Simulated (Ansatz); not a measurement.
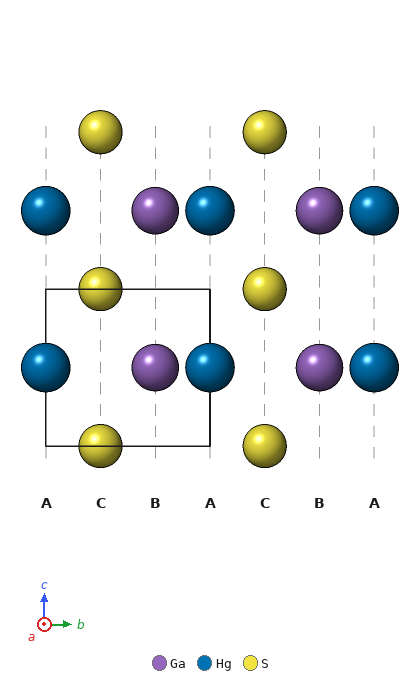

Projection along an edge of the hexagonal mesh, stacking direction c upwards. The dashed lines mark the three columns A (0, 0), B (1/3, 2/3) and C (2/3, 1/3). The sequence starts with the first layer at or above the cell's origin.

GaHgS (space group P-6m2, No. 187): the geometry relaxed with DFT PBE, scalar-relativistic, plane waves, PAW in Ansatz 0.2.0; the starting structure was generated, so it need not be a known form of this composition.

Question: Read off the stacking sequence over one period.

Answer: S(C) – Hg(A)+Ga(B) (two layers in 3.78 Å).

Heights of the layers:

```
layer  atoms (column)  height (Å)  to next (Å)
    1            S(C)        0.00         1.89
    2     Hg(A)+Ga(B)        1.89         1.89
```
